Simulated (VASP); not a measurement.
Energy against volume of ZrO$_{2}$ (fluorite). Method: vdW-DF-cx, VASP's PBE PAW potentials (set 64) (plane waves; VASP 6.6.1).

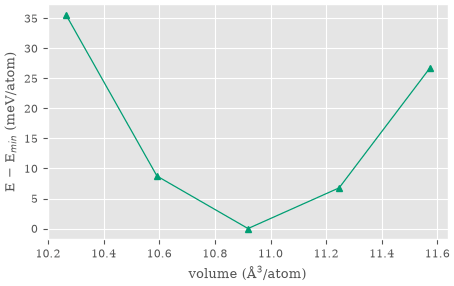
Fig. 1. Energy against volume

**Question.** Estimate the equilibrium volume and the bulk modulus.

**Answer.** The minimum lies near 10.9 Å³/atom, and the curvature gives B0 of about 250 GPa.

Measured: a 5.090 Å at 0 K (computed value off by -0.2 %), as given by Xinyuan Zhao et al., Physical review. B, Condensed matter (2002), arXiv:cond-mat/0108491 [extrapolated to 0 K from high-temperature diffraction of the cubic phase (5.27 Å at 2410 °C), as arXiv:1708.09424 says of the same reference; zero-point expansion not removed].

The compound is ZrO2 in the fluorite structure, the high-temperature cubic form, which is unstable at 0 K; the monoclinic form is the stable one. It was relaxed first.
